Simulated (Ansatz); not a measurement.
# UB3LYP/STO-3G run of BNH2F (SMILES N[B]F)

Aim: the energy change on altering one bond length of BNH2F at UB3LYP/STO-3G, from 2 runs. 

Program for the calculation: Ansatz 0.2.0.

78 further runs of the same task are left out: 78 set aside as unsound or not needed.

## 1. Starting point

The species is BNH2F (5 atoms), meant as a doublet with charge 0. As SMILES, `N[B]F`. The shape is that of a PBE0-D4/def2-TZVP optimisation. This is one conformer, not always the lowest.

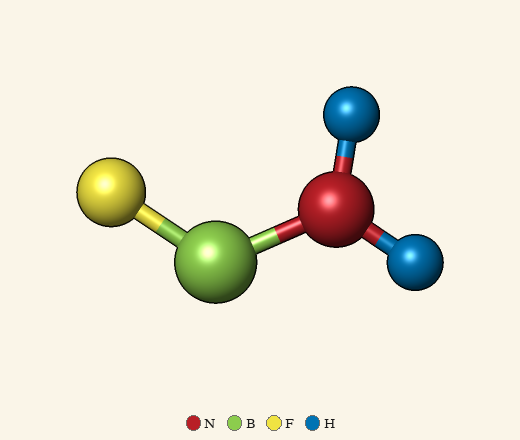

Viewed from a chosen angle; nitrogen red, boron green, fluorine yellow, hydrogen blue.

## 2. A single-point energy at UB3LYP/STO-3G

molecule.yaml

```yaml
crystal:
  periodic: [false, false, false]
  atoms:
    - {symbol: "N", position_ang: [-0.315200, 0.284600, -0.298300]}
    - {symbol: B, position_ang: [0.256800, -0.904700, 0.119300]}
    - {symbol: F, position_ang: [1.186500, -0.957100, 1.060600]}
    - {symbol: H, position_ang: [-1.019600, 0.322000, -1.012000]}
    - {symbol: H, position_ang: [-0.058500, 1.181700, 0.088900]}
basis:
  gaussian: {orbitals: STO-3G}
magnetization: {spin_polarized: true, initial_magnetization: 1}
hamiltonian: {xc: {name: B3LYP}}
accuracy: high
```

The run is started by

```console
$ ansatz run molecule.yaml --threads 1 --pin off --max-ram 2610MiB --events-out events.jsonl --progress --plain --runs-dir runs
```

Log:

```text
Warning: RAYON_NUM_THREADS=1 ignored (pool sized by the plan → 1); use --threads N
Functional definition: B3LYP
  name "B3LYP"
  parameter a0 = 0.2
  parameter ax = 0.72
  parameter ac = 0.81
  exchange = (1 - a0 - ax)*slater_x + ax*b88_x + a0*exact_x
  correlation = (1 - ac)*vwn_rpa_c + ac*lyp_c
295 factors; integrals over basis functions are off by at most 4.6e-8 eV
mean field evaluation 1: about -4847.0702 eV, gradient 8.9e0 eV
mean field evaluation 2: about -4847.1412 eV, gradient 9.3e0 eV
mean field evaluation 4: about -4847.6113 eV, gradient 5.4e-1 eV
mean field evaluation 8: about -4847.5893 eV, gradient 4.4e-3 eV
mean field evaluation 16: about -4847.5893 eV, gradient 7.7e-8 eV
mean field -4847.58932936 eV, -178.1456220400 hartree, gradient 7.7e-8 eV, S^2 0.752022; 0 other end points of the search recorded, 0 dependent functions left out
reference -4847.58935386 eV, -178.1456229402 hartree; 12, 11 occupied and 5, 6 virtual orbitals, 295 factors
Total energy: -4847.58935386 eV, -178.1456229402 hartree
```

Run time: 1.3 s. Hardware: 1 thread of Arm Neoverse V2, shared host; peak memory 0.12 GiB.

## 3. The distorted shape at the same level

molecule.yaml

```yaml
crystal:
  periodic: [false, false, false]
  atoms:
    - {symbol: N, position_ang: [-0.139124, 0.275251, -0.119899]}
    - {symbol: B, position_ang: [0.432876, -0.914049, 0.297701]}
    - {symbol: F, position_ang: [1.362576, -0.966449, 1.239001]}
    - {symbol: H, position_ang: [-1.019600, 0.322000, -1.012000]}
    - {symbol: H, position_ang: [0.117576, 1.172351, 0.267301]}
basis:
  gaussian:
    orbitals: STO-3G
accuracy: high
hamiltonian:
  xc: {name: B3LYP}
magnetization:
  spin_polarized: true
  initial_magnetization: 1
```

The run is started by

```console
$ ansatz run molecule.yaml --threads 1 --pin off --max-ram 2610MiB --events-out events.jsonl --progress --plain --runs-dir runs
```

Log, shortened:

```text
Warning: RAYON_NUM_THREADS=1 ignored (pool sized by the plan → 1); use --threads N
[... 7 set-up lines as earlier in the session ...]
295 factors; integrals over basis functions are off by at most 4.7e-8 eV
mean field evaluation 1: about -4846.2162 eV, gradient 9.4e0 eV
mean field evaluation 2: about -4846.1002 eV, gradient 1.2e1 eV
mean field evaluation 4: about -4846.8396 eV, gradient 6.2e-1 eV
mean field evaluation 8: about -4846.8030 eV, gradient 1.0e-2 eV
mean field evaluation 16: about -4846.8030 eV, gradient 7.2e-7 eV
mean field -4846.80304455 eV, -178.1167266062 hartree, gradient 4.7e-8 eV, S^2 0.752192; 0 other end points of the search recorded, 0 dependent functions left out
reference -4846.80306931 eV, -178.1167275159 hartree; 12, 11 occupied and 5, 6 virtual orbitals, 295 factors
Total energy: -4846.80306931 eV, -178.1167275159 hartree
```

It took 1.4 s on 1 thread of Arm Neoverse V2, shared host; peak memory 0.12 GiB.

## 4. Summary of results

At UB3LYP/STO-3G:

| quantity | value |
| --- | --- |
| first shape: total energy | -178.14562 Eh |
| first shape: ⟨S²⟩ | 0.752 |
| distorted shape: total energy | -178.11673 Eh |
| distorted shape: ⟨S²⟩ | 0.752 |
| energy change with the N1–H4 bond stretched from 1.003 to 1.254 Å | 0.786 eV |

In words: With the N1–H4 bond stretched from 1.003 to 1.254 Å the energy rises by 0.79 eV (75.9 kJ/mol). The first shape isn't relaxed at this level, so the change isn't measured from a minimum. The minimal basis adds a large error of its own.
